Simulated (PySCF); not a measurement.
```yaml
atoms:
  - { symbol: C, position_ang: [-1.1110, 0.1936, -0.1286] }
  - { symbol: N, position_ang: [0.1170, -0.5446, 0.0330] }
  - { symbol: C, position_ang: [1.2930, 0.1602, 0.2693] }
  - { symbol: F, position_ang: [1.5808, 1.0793, -0.6815] }
  - { symbol: F, position_ang: [2.3633, -0.6502, 0.4327] }
  - { symbol: H, position_ang: [-1.4954, 0.5863, 0.8191] }
  - { symbol: H, position_ang: [-1.8555, -0.4681, -0.5677] }
  - { symbol: H, position_ang: [-0.9297, 1.0261, -0.8057] }
  - { symbol: H, position_ang: [0.0512, -1.3766, 0.6044] }
```

Geometry: GFN2-xTB.

All numbers below come from UKS B3LYP, pcH-1 on C F H N, non-relativistic, mean-field spin-orbit, GIAO in PySCF.

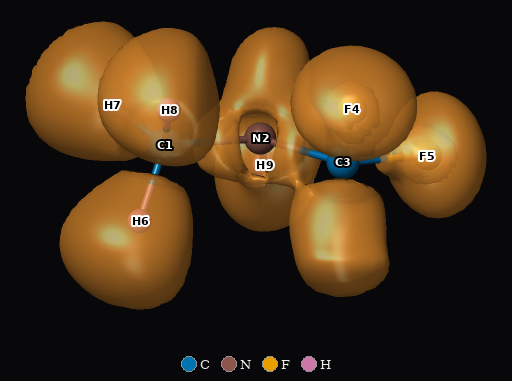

C₂H₄F₂N (SMILES CN[C](F)F) (doublet). Isosurface of the electron localisation function at 0.75 (orange), seen from one side. Only the valence region is drawn (cores and ρ < 0.01 e/Å³ removed).

> Describe the localisation domains.

At this value the surface marks out three regions around hydrogen nuclei, two regions on F in which the atom's valence shell and bonds are merged and one joined region spread over several atoms (C, H, N), in which their bonds and any lone pairs are merged. Along the contacts the grid gives the following. C–F (1.35 Å): the ELF peaks at about 0.80 between the atoms (a polar covalent bond). C–N (1.39 Å): the ELF peaks at about 0.95 between the atoms: a covalent bond.
